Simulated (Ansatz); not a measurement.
# Glassy 91GeO2-6Al2O3-3Sc2O3 (mol %) (102 atoms): where an added charge goes, part 2 of 4

Does an extra electron or hole in glassy 91GeO2-6Al2O3-3Sc2O3 (mol %) (102 atoms) stay spread out, or do the atoms trap it?

Ansatz 0.2.0; Kohn-Sham DFT, PBEsol, PAW (set soft_1), plane waves.

The cell: 29 Ge, 4 Al, 2 Sc and 67 O. The quench rate of 50 K/ps far exceeds what a furnace or splat quench reaches. The network of bonds at the start is that of the classical potential that made the cell. The Brillouin zone is sampled at Γ only, in a cell whose shortest periodic width is 11 Å.

So far. Step 2 (Single point at the start): The r.m.s. force at the start is 1.3 eV/Å. Step 3 (Relaxation): The relaxation converged after 21 steps, 11.6 eV below its start, with a largest force component of 0.045 eV/Å.

### Step 4. Single point at the relaxed geometry

The electronic structure is read at the final geometry, in a run of its own.

File input.yaml:

```yaml
crystal:
  lattice:
    - [11.37571, 0.0, 0.0]
    - [0.0, 11.37571, 0.0]
    - [0.0, 0.0, 11.37571]
  atoms:
    - { symbol: Ge, position: [0.3376, 0.95906, 0.90766] }
    - { symbol: Ge, position: [0.14704, 0.83716, 0.09842] }
    - { symbol: Ge, position: [0.16317, 0.73293, 0.60306] }
    - { symbol: Ge, position: [0.77275, 0.5549, 0.02342] }
    - { symbol: Ge, position: [0.03402, 0.80716, 0.36143] }
    - { symbol: Ge, position: [0.92957, 0.44387, 0.21685] }
    [... 90 atom lines left out ...]
    - { symbol: O, position: [0.2363, 0.46146, 0.04923] }
    - { symbol: O, position: [0.96451, 0.0995, 0.02591] }
    - { symbol: O, position: [0.87457, 0.03261, 0.63554] }
    - { symbol: O, position: [0.7343, 0.86167, 0.2541] }
    - { symbol: O, position: [0.17576, 0.09471, 0.57072] }
    - { symbol: O, position: [0.83394, 0.22565, 0.86555] }
kpoints:
  mp_grid: { grid: [1, 1, 1] }
hamiltonian:
  xc: pbesol
  pseudopotentials: { kind: paw, azcp: { folder: soft_1 }, xc_functional: pbe }
scf:
  occupations: { method: fermi_dirac, width: 0.05 }
output:
  forces: true
  stress: true
  populations: intrinsic
  dos:
    method: { smearing: { sigma: 0.15 } }
    de: 0.1
    projected: { site_lists: { Al: [Al], Ge: [Ge], O: [O], Sc: [Sc] } }
  eigenvalues: true
  write_density: true
  write_potential: true
  volumetric_format: npy
```

Started as:

```
$ ansatz run input.yaml --threads 4 --pin off --max-ram 8192MiB --backend cpu --events-out ev --progress --plain --runs-dir out
```

Numbers of over 12 decimals in the logs are rounded to 6 here.

Log:

```text
[...]
Crystal: 102 atoms, lattice volume = 1472.094 Å³
Basis set: ecut = 420 eV, 28671 PW (Γ), exchange–correlation on 160×160×160 points (8 copies of the dense FFT grid, shifted against one another)
Bands: 523, of which v1, the nominal top of the filled ones, is band 421 counted from 1 (420 counted from 0)
Symmetry: 1 space group operations
[...]
k-points: 1
[...]
SCF iter   1: F=—  HF=-167284.133179 eV  |F-HF|=—  |Δ(HF+E_count)|=         —  Δρ=9.06e-2  dr2=8.74e1  ethr=3.10e-3  ⟨swp⟩=6.0  Hψ=2063  notcnv=0  defer=37
[...]
SCF iter  13: F=-167257.973468 eV  HF=-167257.973468 eV  |F-HF|=1.00e-7  |Δ(HF+E_count)|=   5.08e-7  Δρ=2.30e-6  dr2=8.58e-8  ethr=1.19e-11  ⟨swp⟩=16.0  Hψ=4546  notcnv=0
SCF 1 converged in 13 iterations: F = -167257.973468 eV  dr2 = 8.58e-8
[...]
SCF converged after 13 iterations
Free energy (F): -167257.973468 eV
[...]
Internal energy: -167257.973468 eV  (E = F + TS)
E sigma→0 (E₀):  -167257.973468 eV
Fermi energy:    4.835696 eV
[...]
--- Forces (eV/Å), atoms counted from 1 ---
  atom   1  Ge    -0.00200834     0.00530594    -0.00125556
  atom   2  Ge    -0.00398123    -0.00677800     0.02373711
  atom   3  Ge     0.00279366    -0.00328163    -0.01733661
  atom   4  Ge    -0.02198735     0.01035854    -0.00963567
  atom   5  Ge     0.00594360    -0.01195825    -0.00131706
  atom   6  Ge     0.00193885    -0.01286383     0.00294967
  atom   7  Ge    -0.03516399    -0.00159763     0.04497970
  atom   8  Ge     0.01611518    -0.00347409     0.01473344
  atom   9  Ge     0.01614248    -0.00588638     0.00077965
  atom  10  Ge    -0.00659127     0.00216558     0.00293342
  atom  11  Ge    -0.00658499     0.01306678     0.01606079
  atom  12  Ge    -0.00251601     0.00588131     0.01158530
  atom  13  Ge     0.00086421     0.01570715     0.00641779
  atom  14  Ge     0.01304570     0.00356512     0.00079487
[...]
atom 101  O     -0.01203657     0.01137496    -0.00060296
  atom 102  O     -0.01314805     0.00306920     0.00173421
  max |Σ_I F_I| component: 7.03e-5 eV/Å
--- Stress (GPa, compression-positive) ---
       -4.625765      -0.435214      -1.813474
       -0.435216      -3.908345      -1.538199
       -1.813474      -1.538202      -3.227199
  P = ⅓ Tr σ = -3.9204 GPa (-39.204 kbar)
--- Band table (eV) ---
[...]
--- intrinsic populations: 102 sites ---
  site symbol       q [e]
     0     Ge     12.5556
     1     Ge     12.5417
     2     Ge     12.5693
[...]
101      O      6.7446
  spilling = 0.000000 (of n_electrons = 842.000000)
```

Run time: 40 s. Hardware: 4 threads of Arm Neoverse V2, shared host; peak memory 2.4 GiB.

The run gave:

```yaml
free_energy: -167257.9735 eV
free_energy_per_atom: -1639.7841 eV/atom
scf_cycles: 13
pressure: -3.92 GPa
r_m_s_force_component: 0.00897 eV/Å
longest_force: 0.05712 eV/Å
fermi_energy: 4.836 eV
spacing_of_highest_filled_and_lowest_empty_level: 2.021 eV
```

Intrinsic-atomic-orbital charges by element and coordination:

```csv
element,coordination,atoms,mean charge (e),spread,least,most
Al,all,4,1.31,0.0261,1.27,1.33
Al,4,3,1.33,0.0034,1.33,1.33
Al,5,1,1.27,0,1.27,1.27
Ge,all,29,1.45,0.0178,1.42,1.48
Ge,4,23,1.45,0.0173,1.42,1.48
Ge,5,6,1.43,0.0103,1.42,1.45
O,all,67,-0.743,0.0366,-0.842,-0.676
O,2,52,-0.744,0.0395,-0.842,-0.676
O,3,15,-0.738,0.024,-0.788,-0.711
Sc,all,2,1.26,0.0123,1.25,1.27
```

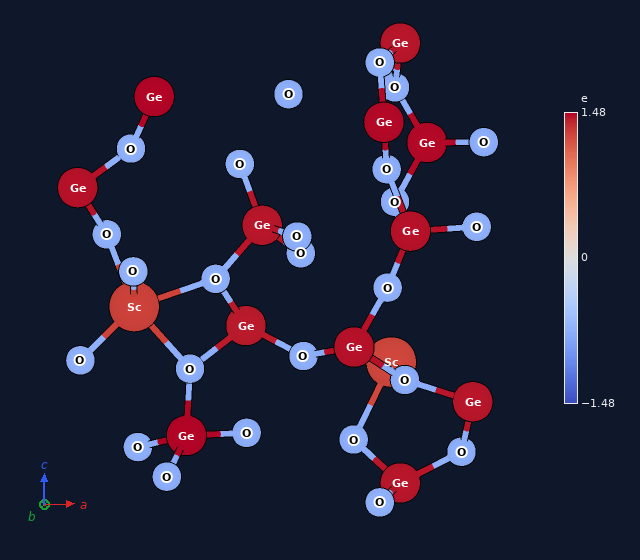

Atoms coloured by intrinsic-atomic-orbital charge. Drawn is a slice 5 Å thick, seen along the normal of the ac plane. Bonds to atoms that aren't drawn are left out.

States in the cell by windows of 1 eV, zero at the Fermi level; the larger projections on atomic orbitals stand beside the total:

```csv
from (eV),to (eV),total,O p,Ge p,Ge s,O s
-18,-17,43.5,0.3,5.5,0.6,34.0
-17,-16,1.8,0.0,0.2,0.0,1.5
-16,-11,0.0,0.0,0.0,0.0,0.0
-11,-10,12.1,6.1,0.4,4.7,0.7
-10,-9,15.2,7.9,0.8,5.0,1.1
-9,-8,16.9,9.6,1.4,4.1,1.4
-8,-7,14.4,9.0,1.7,2.2,0.9
-7,-6,37.8,27.5,7.8,0.5,0.6
-6,-5,39.9,29.9,6.7,0.5,1.0
-5,-4,43.4,34.9,4.4,0.4,1.7
-4,-3,65.8,57.9,3.3,0.4,1.8
-3,-2,101.3,95.5,1.8,0.2,1.0
-2,-1,53.9,51.7,0.6,0.1,0.4
-1,0,1.2,1.1,0.0,0.0,0.0
0,1,0.9,0.2,0.0,0.4,0.2
1,2,1.1,0.2,0.0,0.5,0.2
2,3,13.4,3.6,1.4,5.1,2.1
3,4,25.3,5.2,2.3,5.8,2.3
4,5,22.4,5.4,3.6,5.1,2.1
```

Between -26 and -18 eV lie 379 more states.

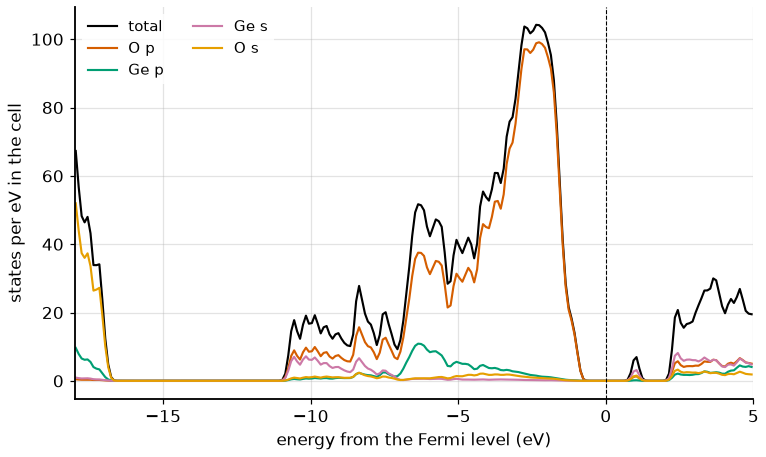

Total and projected density of states, with the broadening of the input.

The levels nearest the highest filled one (over half full), pooled over k-points and spins:

```csv
level less the highest filled one (eV),occupation
-0.464,2
-0.380,2
-0.362,2
-0.215,2
-0.143,2
0,2
2.02,0
3.36,0
3.39,0
3.47,0
3.62,0
3.76,0
```

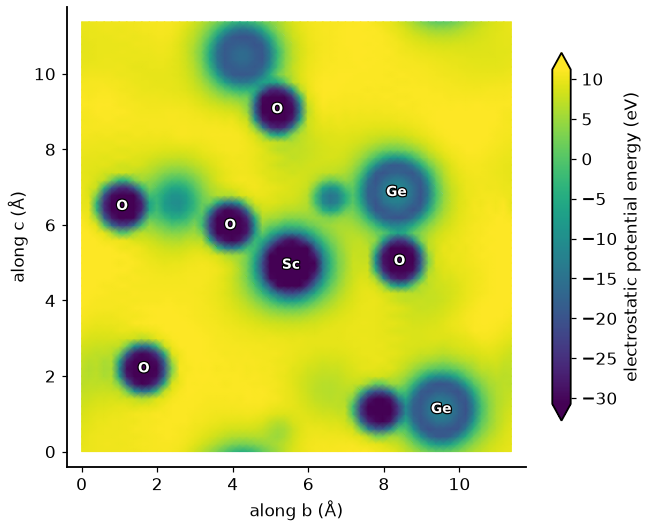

Electrostatic potential energy in the bc plane at fractional x = 0.163, with atoms of Ge and Sc and O within 0.2 Å of it. With pseudopotentials it is smooth inside the atoms' cores, unlike the true potential.

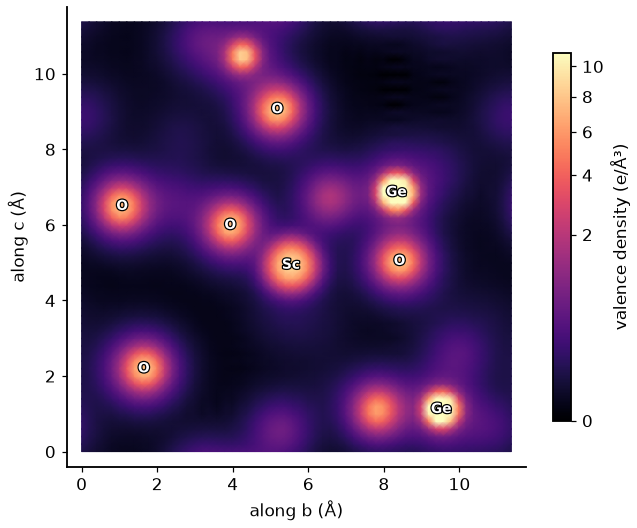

Valence density in the bc plane at fractional x = 0.163, with atoms of Ge and Sc and O within 0.2 Å of it. It is the smooth field of the valence electrons, not physical close to the nuclei. The colour scale is stretched toward low values.

Between filled and empty levels lie 2.02 eV (at Γ alone); a semilocal functional tends to put such gaps too low. In a disordered cell it changes from sample to sample, and tail or defect levels can set it. Mean intrinsic-atomic-orbital charges: Al +1.31, Ge +1.45, O -0.74, Sc +1.26 e. The largest share in the top eV of filled states is O p (97 % of the projected weight), and in the lowest eV of empty states Ge s (47 % of the projected weight).

### Step 5. An extra electron, atoms held

The electron count changes by one with the atoms held: a vertical process, on a uniform background, with spin and a narrow Fermi–Dirac smearing. Its energy against the neutral cell hangs on the program's zero of potential.

File input.yaml:

```yaml
crystal:
  lattice:
    - [11.37571, 0.0, 0.0]
    - [0.0, 11.37571, 0.0]
    - [0.0, 0.0, 11.37571]
  atoms:
    [... the 102 atom lines of step 4 ...]
total_charge: -1
kpoints:
  mp_grid: { grid: [1, 1, 1] }
hamiltonian:
  xc: pbesol
  pseudopotentials: { kind: paw, azcp: { folder: soft_1 }, xc_functional: pbe }
scf:
  occupations: { method: fermi_dirac, width: 0.01 }
  lower_state_search: "off"
output:
  forces: true
  stress: true
  populations: true
  dos:
    method: { smearing: { sigma: 0.15 } }
    de: 0.1
    projected: { site_lists: { Al: [Al], Ge: [Ge], O: [O], Sc: [Sc] } }
  eigenvalues: true
  write_density: true
  write_potential: true
  volumetric_format: npy
magnetization:
  spin_polarized: true
  initial_magnetization: 1
```

Log:

```text
[...]
Crystal: 102 atoms, lattice volume = 1472.094 Å³
Basis set: ecut = 420 eV, 28671 PW (Γ), exchange–correlation on 160×160×160 points (8 copies of the dense FFT grid, shifted against one another)
Bands: 524, of which v1, the nominal top of the filled ones, is band 422 counted from 1 (421 counted from 0)
Symmetry: 1 space group operations
[...]
k-points: 1
[...]
Starting moments: Σ|m| = 1 μB on 102 of 102 sites
[...]
SCF iter   1: F=—  HF=-167276.626448 eV  |F-HF|=—  |Δ(HF+E_count)|=         —  Δρ=4.62e-2 (↑4.62e-2 ↓4.44e-2)  dr2=9.79e1  dr2_m=6.12e-1  M=1.000 μB ∫|m|=1.091 μB  β_m=1.00  ethr=3.10e-3  ⟨swp⟩=6.0  Hψ=4112  notcnv=0  defer=82
[...]
spin=Collinear: Resta preconditioning applied to the charge; magnetization (m = ρ↑ − ρ↓) channel mixes plain (no charge-response kernel on spin).
SCF iter   2: F=—  HF=-167259.455850 eV  |F-HF|=—  |Δ(HF+E_count)|=         —  Δρ=2.83e-2 (↑2.83e-2 ↓2.77e-2)  dr2=2.78e1  dr2_m=4.15e-1  M=0.015 μB ∫|m|=0.152 μB  β_m=0.30  ethr=3.10e-3  ⟨swp⟩=2.0  Hψ=2058  notcnv=0  defer=194
[...]
spin=Collinear: Kerker preconditioning applied to the charge; magnetization (m = ρ↑ − ρ↓) channel mixes plain (no charge-response kernel on spin).
SCF iter   3: F=—  HF=-167256.114777 eV  |F-HF|=—  |Δ(HF+E_count)|=    3.34e0  Δρ=2.05e-2 (↑2.05e-2 ↓2.01e-2)  dr2=1.55e1  dr2_m=2.10e-1  M=0.016 μB ∫|m|=0.149 μB  β_m=0.30  ethr=3.10e-3  ⟨swp⟩=2.0  Hψ=1036  notcnv=0  defer=196
SCF iter   4: F=—  HF=-167252.086784 eV  |F-HF|=—  |Δ(HF+E_count)|=    4.03e0  Δρ=6.70e-3 (↑6.47e-3 ↓6.70e-3)  dr2=2.38e0  dr2_m=1.02e-1  M=0.017 μB ∫|m|=0.109 μB  β_m=0.30  ethr=1.84e-3  ⟨swp⟩=4.0  Hψ=2488  notcnv=0  defer=193
[...]
SCF iter  10: F=—  HF=-167252.116500 eV  |F-HF|=—  |Δ(HF+E_count)|=   1.12e-2  Δρ=6.18e-4 (↑5.68e-4 ↓6.18e-4)  dr2=3.42e-2  dr2_m=1.90e-3  M=0.011 μB ∫|m|=0.025 μB  β_m=0.30  ethr=1.06e-5  ⟨swp⟩=4.5  Hψ=1301  notcnv=0  defer=192
[...]
spin-set hold released at iteration 10 (site moments contracting): the magnetisation degrees of freedom join the quasi-Newton model from the next iteration; the mixer history was flushed
SCF iter  11: F=—  HF=-167252.122146 eV  |F-HF|=—  |Δ(HF+E_count)|=   5.65e-3  Δρ=4.57e-4 (↑4.28e-4 ↓4.57e-4)  dr2=2.94e-2  dr2_m=9.82e-4  M=0.011 μB ∫|m|=0.021 μB  β_m=0.65  ethr=4.06e-6  ⟨swp⟩=2.5  Hψ=869  notcnv=0  defer=192
SCF iter  12: F=—  HF=-167252.131527 eV  |F-HF|=—  |Δ(HF+E_count)|=   9.38e-3  Δρ=1.54e-4 (↑1.52e-4 ↓1.54e-4)  dr2=1.68e-2  dr2_m=7.48e-6  M=0.010 μB ∫|m|=0.012 μB  β_m=0.82  ethr=3.49e-6  ⟨swp⟩=4.0  Hψ=1716  notcnv=0  defer=192
[...]
SCF iter  24: F=—  HF=-167252.129393 eV  |F-HF|=—  |Δ(HF+E_count)|=   3.36e-8  Δρ=1.09e-6 (↑1.09e-6 ↓9.61e-7)  dr2=2.14e-7  dr2_m=6.83e-10  M=0.006 μB ∫|m|=0.007 μB  β_m=0.92  ethr=6.90e-11  ⟨swp⟩=2.0  Hψ=1534  notcnv=0  defer=192
SCF iter  25: F=-167252.129393 eV  HF=-167252.129393 eV  |F-HF|=4.42e-8  |Δ(HF+E_count)|=   1.55e-8  Δρ=5.79e-7 (↑5.79e-7 ↓5.70e-7)  dr2=8.29e-8  dr2_m=2.83e-10  M=0.006 μB ∫|m|=0.006 μB  ethr=1.19e-11  ⟨swp⟩=17.0  Hψ=7717  notcnv=0
SCF 1 converged in 25 iterations: F = -167252.129393 eV  dr2 = 8.29e-8
[...]
SCF converged after 25 iterations
Magnetization: 0.0056 μB (421.5028 up, 421.4972 down)
Absolute magnetization: 0.0060 μB (∫|ρ↑−ρ↓|, with the PAW one-centre terms)
[...]
Per-site moments (μB) at R_I (Å): [(2.111173286950069e-5, 0.710861), (2.5887524239483036e-5, 0.712908), (1.7815501071715886e-5, 0.706737), (1.7252996770261914e-5, 0.713594), (1.4101130385651087e-5, 0.718942), [...]
Free energy (F): -167252.129393 eV
[...]
Internal energy: -167252.115530 eV  (E = F + TS)
E sigma→0 (E₀):  -167252.122461 eV
Entropy (-TS):   -0.013863 eV (-0.136 meV/atom)
Fermi energy:    5.870617 eV
[...]
Σ components = -167252.129393   (vs F -167252.129393, Δ=0.00e0)
--- Forces (eV/Å), atoms counted from 1 ---
  atom   1  Ge    -0.05820018    -0.00420882     0.05074842
  atom   2  Ge     0.00986180    -0.01716737    -0.04230260
  atom   3  Ge     0.03284574    -0.06351229    -0.05174793
  atom   4  Ge    -0.02416488    -0.05106173     0.01233406
[...]
atom 102  O     -0.00870597    -0.03504458     0.00527410
  max |Σ_I F_I| component: 4.48e-5 eV/Å
--- Stress (GPa, compression-positive) ---
       -3.904511      -0.408298      -1.714314
       -0.408300      -3.207622      -1.464937
       -1.714314      -1.464940      -2.601064
  P = ⅓ Tr σ = -3.2377 GPa (-32.377 kbar)
--- Band table (eV) ---
[...]
--- Löwdin populations: 102 sites ---
  site symbol       q [e]    m [muB]
     0     Ge     12.5495     0.0001
     1     Ge     12.5386     0.0001
     2     Ge     12.5607     0.0001
[...]
101      O      6.6841     0.0000
  spilling = 0.006281 (of n_electrons = 843.000000)
```

Run time: 1.7 min. Hardware: 4 threads; peak memory 4 GiB.

The program notes that starting moments were not kept.

An extra electron, atoms held: the energy stands 5.84 eV above that of the reference. An odd electron should give 1 μB; this run ended with the carrier shared between both spins.

The levels nearest the highest filled one (over half full), pooled over k-points and spins:

```csv
level less the highest filled one (eV),occupation
-2.23,1
-2.05,1
-2.05,1
0,0.503
2.0e-4,0.497
1.36,0
1.36,0
1.38,0
```

### Step 6. An extra electron, atoms relaxed

The atoms now respond to the charge; the energy gained comes from screening by the atoms, from trapping if the charge localises, and from any strain left in the reference.

input.yaml, the sections that differ from step 5:

```yaml
output:
  forces: true
relax:
  f_tol: 0.05
  max_steps: 90
# crystal, total_charge, kpoints, hamiltonian, scf, magnetization: as in step 5
```

Log:

```text
[...]
Crystal: 102 atoms, lattice volume = 1472.094 Å³
Basis set: ecut = 420 eV, 28671 PW (Γ), exchange–correlation on 160×160×160 points (8 copies of the dense FFT grid, shifted against one another)
Bands: 524, of which v1, the nominal top of the filled ones, is band 422 counted from 1 (421 counted from 0)
Symmetry: 1 space group operations
[...]
k-points: 1
[...]
Starting moments: Σ|m| = 1 μB on 102 of 102 sites
[...]
SCF iter   1: F=—  HF=-167276.626448 eV  |F-HF|=—  |Δ(HF+E_count)|=         —  Δρ=4.62e-2 (↑4.62e-2 ↓4.44e-2)  dr2=9.79e1  dr2_m=6.12e-1  M=1.000 μB ∫|m|=1.091 μB  β_m=1.00  ethr=3.10e-3  ⟨swp⟩=6.0  Hψ=4112  notcnv=0  defer=82
[...]
SCF iter   4: F=—  HF=-167252.086781 eV  |F-HF|=—  |Δ(HF+E_count)|=    4.03e0  Δρ=6.70e-3 (↑6.47e-3 ↓6.70e-3)  dr2=2.38e0  dr2_m=1.02e-1  M=0.017 μB ∫|m|=0.109 μB  β_m=0.30  ethr=1.84e-3  ⟨swp⟩=4.0  Hψ=2488  notcnv=0  defer=193
[...]
SCF iter  10: F=—  HF=-167252.116530 eV  |F-HF|=—  |Δ(HF+E_count)|=   1.12e-2  Δρ=6.18e-4 (↑5.68e-4 ↓6.18e-4)  dr2=3.42e-2  dr2_m=1.90e-3  M=0.011 μB ∫|m|=0.025 μB  β_m=0.30  ethr=1.06e-5  ⟨swp⟩=4.5  Hψ=1301  notcnv=0  defer=192
[...]
SCF iter  12: F=—  HF=-167252.131413 eV  |F-HF|=—  |Δ(HF+E_count)|=   9.38e-3  Δρ=1.53e-4 (↑1.50e-4 ↓1.53e-4)  dr2=1.67e-2  dr2_m=7.62e-6  M=0.010 μB ∫|m|=0.012 μB  β_m=0.82  ethr=3.49e-6  ⟨swp⟩=4.0  Hψ=1720  notcnv=0  defer=192
[...]
SCF iter  17: F=—  HF=-167252.129388 eV  |F-HF|=—  |Δ(HF+E_count)|=   3.00e-5  Δρ=2.51e-5 (↑2.42e-5 ↓2.51e-5)  dr2=7.74e-5  dr2_m=1.16e-7  M=0.007 μB ∫|m|=0.009 μB  β_m=0.90  ethr=4.07e-8  ⟨swp⟩=2.0  Hψ=1780  notcnv=0  defer=192
SCF iter  18: F=-167252.129379 eV  HF=-167252.129390 eV  |F-HF|=1.15e-5  |Δ(HF+E_count)|=   2.62e-6  Δρ=1.09e-5 (↑1.09e-5 ↓1.07e-5)  dr2=2.70e-5  dr2_m=2.12e-8  M=0.007 μB ∫|m|=0.008 μB  ethr=7.41e-9  ⟨swp⟩=3.0  Hψ=2358  notcnv=0
WARN: the starting moments were not kept: the SCF closed with an absolute magnetisation of 8.2e-3 μB, where they sum to 1 μB in size (102 sites). That is at most 0.1 of that sum. Measured as dr2_m measures the in/out step, that magnetisation stands 7.6e-7 eV from none, [...]
SCF 1 converged in 18 iterations: F = -167252.129379 eV  dr2 = 2.70e-5
[...]
relax step   1: F+E_penalty+E_count = -167252.12937888 eV  Δ(F+E_penalty+E_count) = +0.000e0 eV  max|allowed force component| = 1.947e-1 eV/Å  Δτ_max = 0.0000 Å  (18 SCF iters, dr2 threshold 6.25e-5 eV, accepted)
[...]
relax step   2: F+E_penalty+E_count = -167252.14397311 eV  Δ(F+E_penalty+E_count) = -1.459e-2 eV  max|allowed force component| = 1.073e-1 eV/Å  Δτ_max = 0.0160 Å  (8 SCF iters, accepted)
[...]
relax step   3: F+E_penalty+E_count = -167252.15100529 eV  Δ(F+E_penalty+E_count) = -7.032e-3 eV  max|allowed force component| = 3.669e-2 eV/Å  Δτ_max = 0.0175 Å  (8 SCF iters, accepted)
SCF converged after 8 iterations
Magnetization: 0.0050 μB (421.5025 up, 421.4975 down)
Absolute magnetization: 0.0053 μB (∫|ρ↑−ρ↓|, with the PAW one-centre terms)
[...]
Per-site moments (μB) at R_I (Å): [(1.8454057584880288e-5, 0.711773), (2.3613027465959166e-5, 0.713820), (1.5818357749827287e-5, 0.707574), (1.5727014114280278e-5, 0.714349), (1.212854050585756e-5, 0.719702), [...]
Free energy (F): -167252.151005 eV
[...]
Internal energy: -167252.137143 eV  (E = F + TS)
E sigma→0 (E₀):  -167252.144074 eV
Entropy (-TS):   -0.013863 eV (-0.136 meV/atom)
Fermi energy:    5.829953 eV
[...]
Σ components = -167252.151005   (vs F -167252.151005, Δ=0.00e0)
--- Forces (eV/Å), atoms counted from 1 ---
  atom   1  Ge     0.00266022     0.00832083    -0.00338910
  atom   2  Ge    -0.01526351    -0.00462941     0.01535095
  atom   3  Ge    -0.01624174     0.00381263     0.00366372
  atom   4  Ge     0.01294344     0.00391768     0.00091015
[...]
atom 102  O     -0.00351852    -0.00135333    -0.00366723
  max |Σ_I F_I| component: 4.15e-4 eV/Å
--- Relaxed structure (3 steps of the walk, 3 accepted, 0 SCFs on fresh bases) ---
  F+E_penalty+E_count = -167252.15100529 eV   max|allowed force component| = 3.669e-2 eV/Å
  atoms:
    - { symbol: Ge, position: [0.337388, 0.959133, 0.908320] }
    - { symbol: Ge, position: [0.146709, 0.837182, 0.098490] }
    - { symbol: Ge, position: [0.164002, 0.732900, 0.602308] }
    - { symbol: Ge, position: [0.773466, 0.555731, 0.023479] }
[...]
- { symbol: O, position: [0.834290, 0.225544, 0.865707] }
```

It took 2.1 min on 4 threads; peak memory 3.9 GiB; 8.3 min of CPU time.

The relaxation converged after 3 steps, 0.0216 eV below its start, with a largest force component of 0.037 eV/Å.

An extra electron, atoms relaxed: the energy stands 5.82 eV above that of the reference. An odd electron should give 1 μB; this run ended with the carrier shared between both spins.

(Continued in part 3 of 4.)

[Logs are printed without paths, hosts, clocks, repeated set-up lines and the standing remarks that a program may print on its own settings, such as how far it seeks lower states.]

[Hosts, paths, dates, database ids (printed as entryN), source tags and the programs' standing remarks are cut or masked in the printed files.]
